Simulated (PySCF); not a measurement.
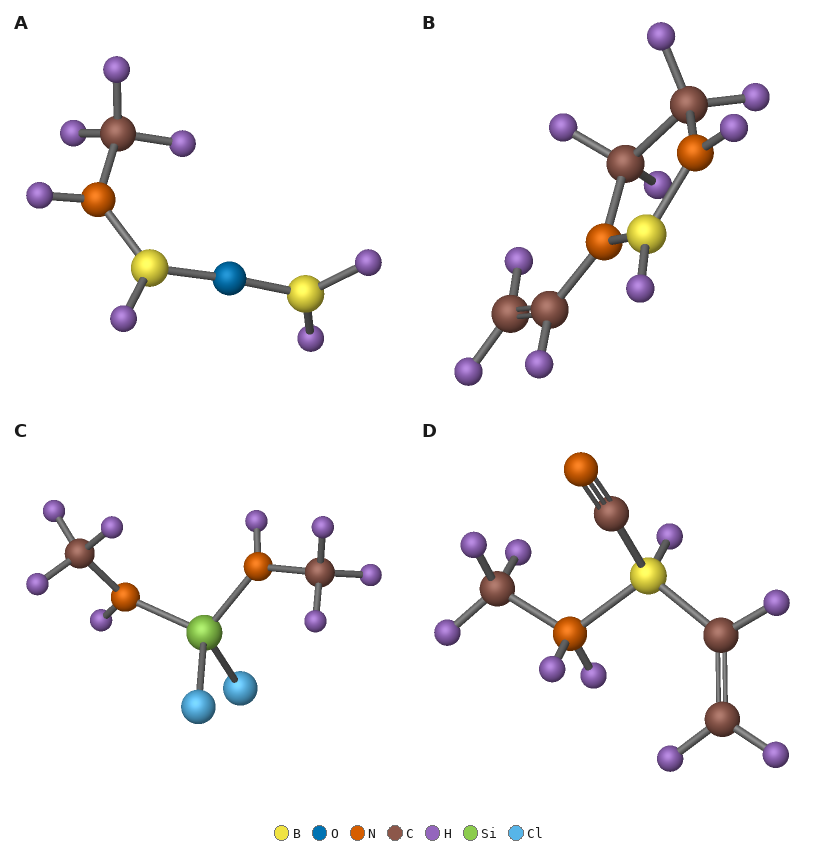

Source: calculation with PySCF.

Question: Which panel belongs to which SMILES?
(1) BOBNC
(2) C=C[B@H-](C#N)[NH2+]C
(3) C=CN1BNCC1
(4) CN[Si](Cl)(Cl)NC

Answer: A is (1), B is (3), C is (4), D is (2).
